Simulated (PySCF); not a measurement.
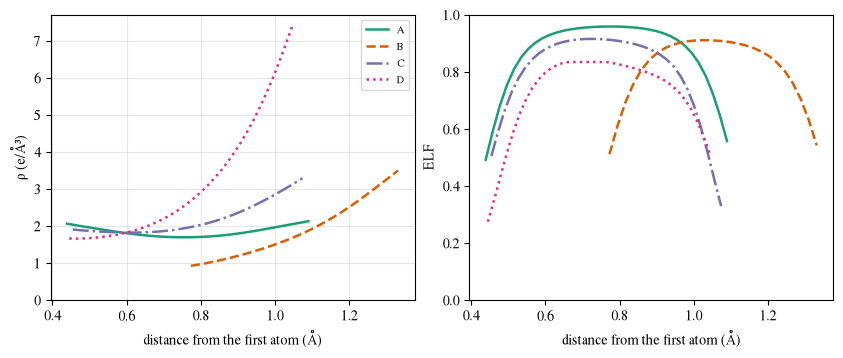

C$_{4}$H$_{10}$FNSi (SMILES C[SiH2]N1CC(F)C1). Electron density and electron localisation function along straight lines between neighbouring atoms. The curves leave out the atomic cores.

Geometry: GFN2-xTB.

All numbers below come from PBE0/pcSseg-1, SCF density, gas phase, non-relativistic in PySCF 2.14.0.

```xyz
17

C     2.5250    0.2257    0.5958
Si    1.2526   -1.0041   -0.0788
N    -0.1787   -0.0963   -0.3578
C    -1.4289   -0.5347   -0.9614
C    -2.1511    0.6212   -0.2678
F    -3.2111    0.2509    0.5188
C    -0.8480    0.8840    0.4890
H     2.7065    1.0350   -0.1046
H     2.2000    0.6674    1.5333
H     3.4723   -0.2704    0.7789
H     1.6042   -1.5378   -1.3978
H     1.1053   -2.1214    0.8754
H    -1.7781   -1.5125   -0.6174
H    -1.4199   -0.5174   -2.0526
H    -2.5042    1.4277   -0.9139
H    -0.4365    1.8922    0.4071
H    -0.9164    0.6024    1.5438
```

### Which curve belongs to which contact (C–C, C–F, C–N and Si–N)? The first atom named is at distance zero.

Curve A: C–C (1.53 Å): ρ is about 1.7 e/Å³ halfway; the ELF peaks at about 0.95 between the atoms (a shared electron pair). Curve B: Si–N (1.72 Å): the density is about 1.1 e/Å³ at the midpoint; the ELF peaks at about 0.90 between the atoms (a shared but strongly polarised pair). Curve C: C–N (1.46 Å): ρ at the midpoint is about 1.9 e/Å³; the ELF peaks at about 0.90 between the atoms; a covalent bond. Curve D: C–F (1.37 Å): ρ is about 2.1 e/Å³ halfway, with its minimum of 1.7 e/Å³ about 0.5 Å from C; the ELF peaks at about 0.85 between the atoms, as expected for a polar covalent bond.
